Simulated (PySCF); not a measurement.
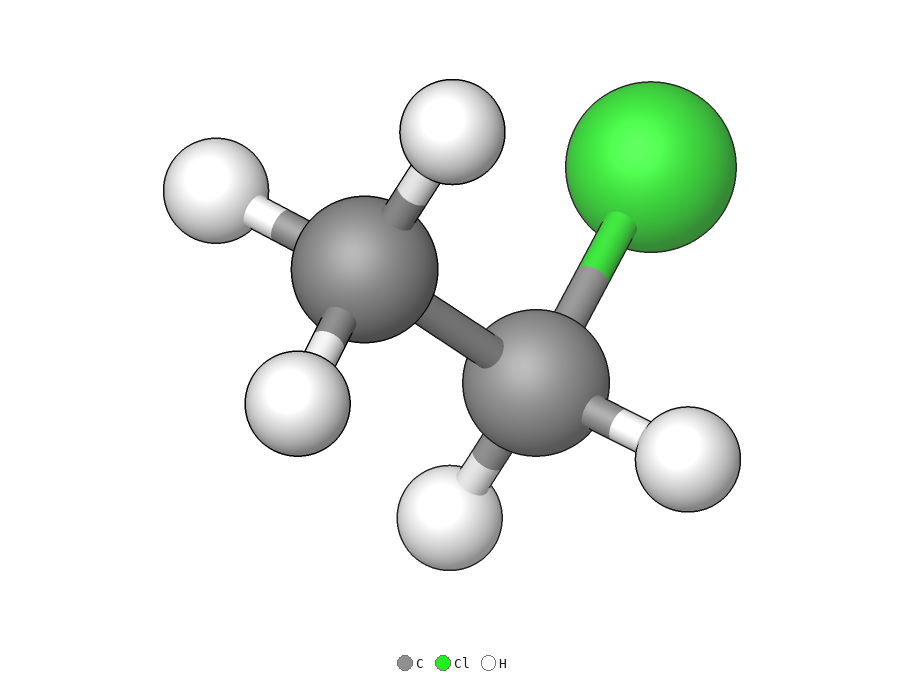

Ball-and-stick drawing of a structure. Every bond is drawn as one stick, whatever its order.

Computed geometry: GFN2-xTB optimisation. No frequency run is at hand to confirm it as a minimum.

Description:

The molecule is C2H5Cl. As SMILES it reads `CCCl`. It has no ring. Among its groups: C–Cl bond. The point group is Cs. Coordination: 2 C tetrahedral.

The parts below concern this one geometry. Atoms keep their numbers from picture to picture.

**Dipole moment**

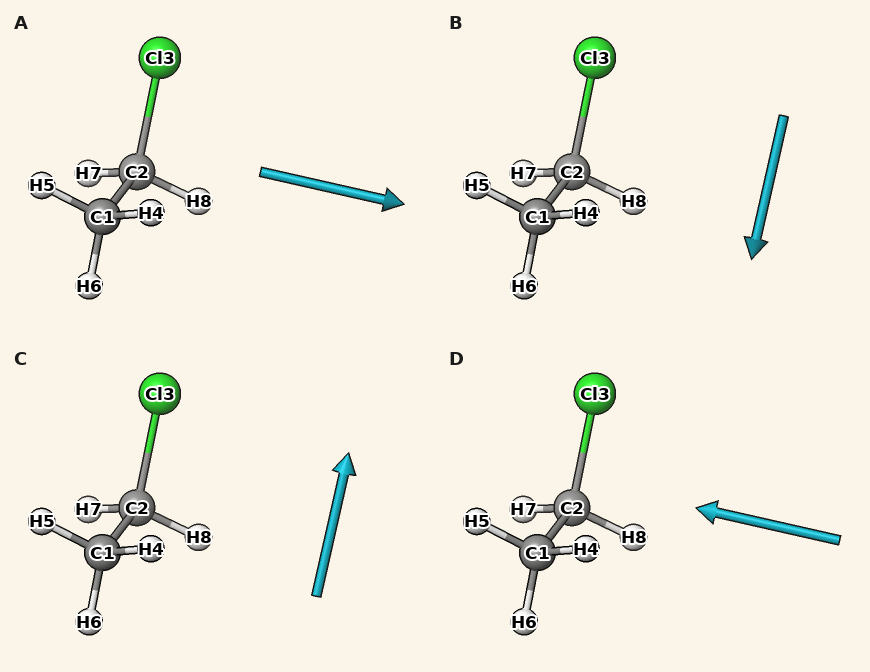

The same molecule four times, each with an arrow. No frequency run is at hand to confirm it as a minimum. Properties computed with PBE0/pcSseg-1, gas phase (PySCF 2.14.0).

Which arrow points along the dipole moment, from the negative to the positive end?

Answer. B. The dipole moment is 2.19 D; it points from the side of Cl3 to the side of H6 (the outermost atoms at the two ends).

**NMR shielding**

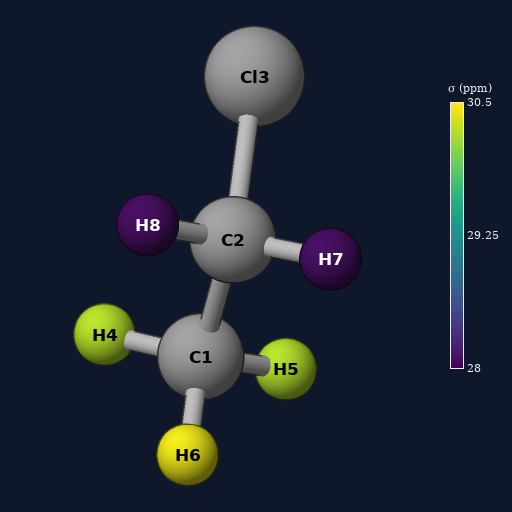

Atoms are coloured by their isotropic NMR shieldings (H only, the others grey). No frequency run is at hand to confirm it as a minimum. Method: GIAO PBE0/pcSseg-1 NMR shielding, non-relativistic, gas phase (PySCF 2.14.0).

Which H atom is the most shielded (lowest chemical shift)?

Answer. H6 (30.43 ppm).

Which H atom is the least shielded (highest chemical shift)?

Answer. H7, H8 (28.10 ppm).

How wide is the range of H shifts?

Answer. 2.33 ppm.

Give the isotropic NMR shieldings of the H atoms atom by atom.

| atom | σ (ppm) |
| --- | --- |
| H4 | 30.22 |
| H5 | 30.21 |
| H6 | 30.43 |
| H7 | 28.10 |
| H8 | 28.10 |

**Bond orders**

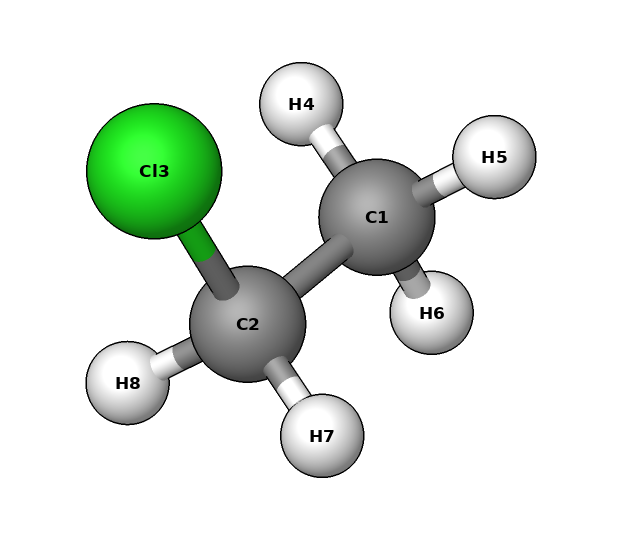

Every bond is drawn as one stick. No frequency run is at hand to confirm it as a minimum. Computed with PBE0/pcSseg-1 (PySCF 2.14.0).

List the Mayer bond orders of C1–C2, C1–H4, C1–H6, C2–Cl3, C2–H7 (one bond of each equivalent set).

| bond | Mayer order | length (Å) |
| --- | --- | --- |
| C1–C2 | 1.04 | 1.515 |
| C1–H4 | 0.96 | 1.087 |
| C1–H6 | 0.95 | 1.088 |
| C2–Cl3 | 0.97 | 1.789 |
| C2–H7 | 0.94 | 1.090 |

**Quadrupole coupling**

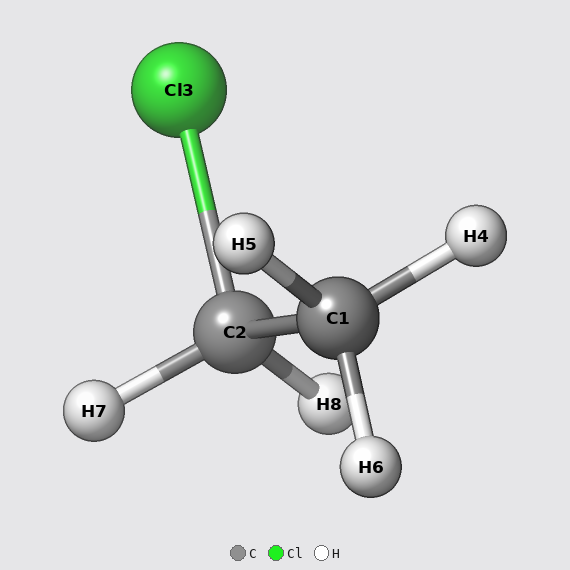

No frequency run is at hand to confirm it as a minimum. Electric field gradients from the ground-state density, PBE0/pcSseg-1 (PySCF 2.14.0), non-relativistic apart from any core potentials.

Give the largest field-gradient component, the quadrupole coupling constant and the asymmetry for 35Cl at Cl3 (Q = −81.7 mb), 2H at H4 (Q = 2.86 mb), 2H at H6 (Q = 2.86 mb), 2H at H7 (Q = 2.86 mb).

```tsv
atom	V_zz (a.u.)	e²qQ/h (MHz)	η
Cl3	3.899	−74.9	0.01
H4	0.313	0.210	0.03
H6	0.314	0.211	0.03
H7	0.300	0.202	0.05
```
